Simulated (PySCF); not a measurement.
## Excited-state calculation, with input and output: C₄H₈Si

The run: excited-state calculation of C₄H₈Si. Method and program: TDDFT CAM-B3LYP/def2-SVPD, vertical, gas phase, core orbitals frozen in the response (PySCF 2.14.0).

The geometry comes from this level: PBE0-D3(BJ)/def2-SVP. It belongs to a series of runs on one base structure; here: constitutional isomer.

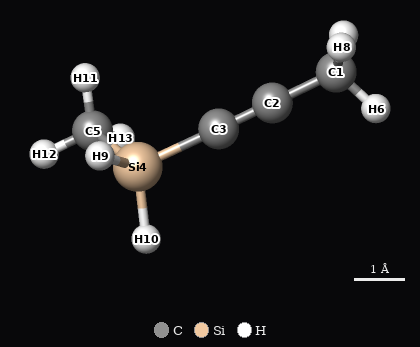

Fig. 1: The structure as given in the input (ball-and-stick view, seen at a tilt; atoms are numbered from 1 in the order of the input). Bond lengths as drawn: C–C 1.22 to 1.45 Å, C–H 1.10 Å, C–Si 1.83 to 1.88 Å and H–Si 1.50 Å.

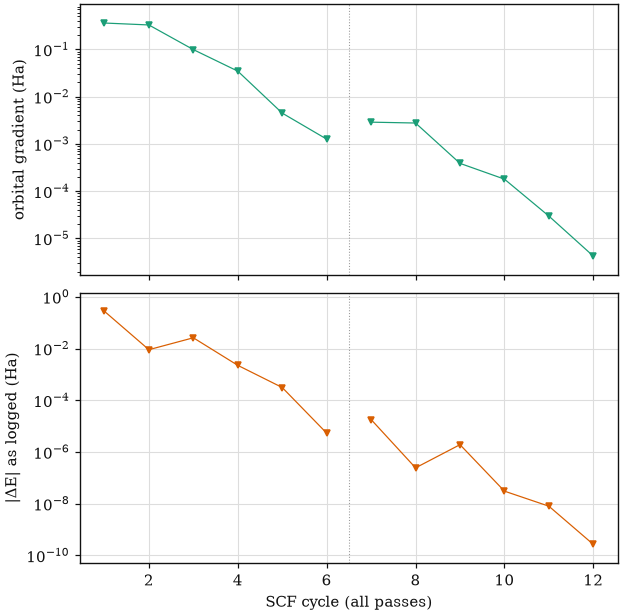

Fig. 2: Convergence of the self-consistent field: orbital gradient and size of the energy change against the SCF cycle. The dotted line marks the change from a coarse to the final integration grid. The first 6 cycles use a coarse grid, the final grid takes over at cycle 7, and the field converges after 12 cycles in all.

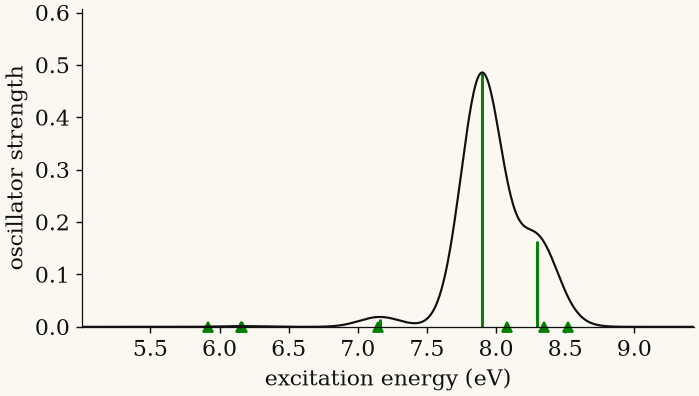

Fig. 3: Computed excitations as sticks (degenerate states added up, dark ones marked on the axis), with a Gaussian envelope of 0.35 eV full width at half maximum, scaled to the tallest. Of the 10 states the lowest lies at 5.92 eV (f = 0.000); the strongest line is at 7.90 eV, or 157 nm (f = 0.486).

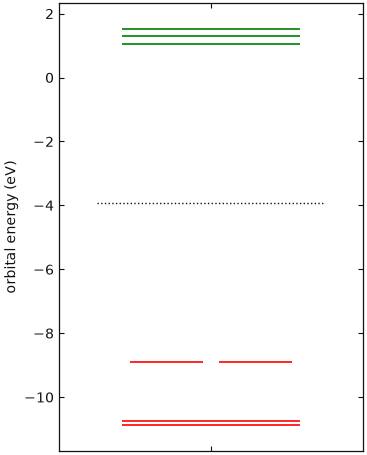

Fig. 4: Orbital energies near the frontier; the dotted line parts filled from empty levels, and levels within 0.02 eV of each other stand side by side. Highest filled −8.89 eV, lowest empty 1.05 eV, 9.94 eV apart.

These pictures come from the run below.

The input
```
{"job": {"kind": "uv", "xc": "CAM-B3LYP", "basis": "def2-SVPD", "ip": true}, "charge": 0, "multiplicity": 1}
C      2.846051    -0.979642     0.225459
C      1.555612    -0.321464     0.309824
C      0.474036     0.237480     0.379530
Si    -1.164899     1.050190     0.461483
C     -2.428647     0.092650    -0.542542
H      3.204706    -1.277774     1.223281
H      2.788659    -1.885550    -0.398298
H      3.600983    -0.312104    -0.218706
H     -1.038391     2.445599    -0.061719
H     -1.593184     1.131035     1.892113
H     -2.129349     0.049510    -1.600742
H     -3.418260     0.571135    -0.480750
H     -2.517836    -0.938491    -0.168273
```

The first line tells a small driver script what to run in PySCF; the rest is the geometry in Å.

Run as:
```bash
OMP_NUM_THREADS=1 python <driver script> task.json out
```

The program's output
```
coarse grid: 10928 points
cycle   1  E = -446.2884929524  dE =  2.749e-01  |g| = 3.616e-01  |ddm| = 7.761e+00
cycle   2  E = -446.2974976434  dE = -9.005e-03  |g| = 3.292e-01  |ddm| = 1.809e+00
cycle   3  E = -446.3235063193  dE = -2.601e-02  |g| = 9.914e-02  |ddm| = 5.673e-01
cycle   4  E = -446.3257447485  dE = -2.238e-03  |g| = 3.472e-02  |ddm| = 1.723e-01
cycle   5  E = -446.3260556047  dE = -3.109e-04  |g| = 4.493e-03  |ddm| = 8.398e-02
cycle   6  E = -446.3260609659  dE = -5.361e-06  |g| = 1.265e-03  |ddm| = 1.672e-02
final grid: 99736 points
cycle   7  E = -446.3972729053  dE = -1.794e-05  |g| = 2.892e-03  |ddm| = 9.740e-02
cycle   8  E = -446.3972731483  dE = -2.430e-07  |g| = 2.772e-03  |ddm| = 9.909e-03
cycle   9  E = -446.3972750619  dE = -1.914e-06  |g| = 3.886e-04  |ddm| = 3.385e-03
cycle  10  E = -446.3972750924  dE = -3.053e-08  |g| = 1.801e-04  |ddm| = 7.541e-04
cycle  11  E = -446.3972751004  dE = -7.990e-09  |g| = 2.981e-05  |ddm| = 3.138e-04
cycle  12  E = -446.3972751007  dE = -2.661e-10  |g| = 4.235e-06  |ddm| = 6.475e-05
converged SCF energy = -446.3972751007

Static polarisability (au): isotropic 77.101, principal 60.363 65.821 105.119

Singlet excitations
state   eV       nm        f      main configurations
  1   5.9174    209.5   0.00002   H-1->L+2 0.35, H->L 0.29, H->L+1 0.11
  2   6.1578    201.3   0.00137   H->L+2 0.45, H-1->L 0.27, H-1->L+1 0.09
  3   6.1625    201.2   0.00006   H-1->L+2 0.57, H->L 0.19
  4   7.1471    173.5   0.00323   H->L+1 0.66, H->L 0.27
  5   7.1625    173.1   0.01593   H-1->L+1 0.61, H-1->L 0.31
  6   7.8954    157.0   0.48570   H-1->L 0.32, H-1->L+1 0.22, H->L+2 0.16
  7   8.0762    153.5   0.00327   H->L+3 0.56, H->L 0.11, H->L+1 0.10
  8   8.2969    149.4   0.16384   H-1->L+3 0.63, H-1->L+5 0.17
  9   8.3492    148.5   0.00167   H->L+4 0.29, H->L+5 0.20, H->L+3 0.14
 10   8.5231    145.5   0.00394   H->L+5 0.57, H->L+3 0.12, H->L+4 0.11

Triplet excitations (Tamm-Dancoff, eV): 4.9136 5.3580 5.3593 5.9502
```

Summary

```tsv
quantity	value
outcome	converged
total energy	−446.397275 hartree
HOMO	−8.89 eV
LUMO	1.05 eV
dipole moment	1.36 D
mean polarisability	77.10 a.u.
lowest singlet excitation	5.92 eV
hardware	1 CPU thread, shared host
wall time	64 s
peak memory	0.9 GiB
```

Checks after the run noted: ip_vertical: SCF of the ion did not converge.
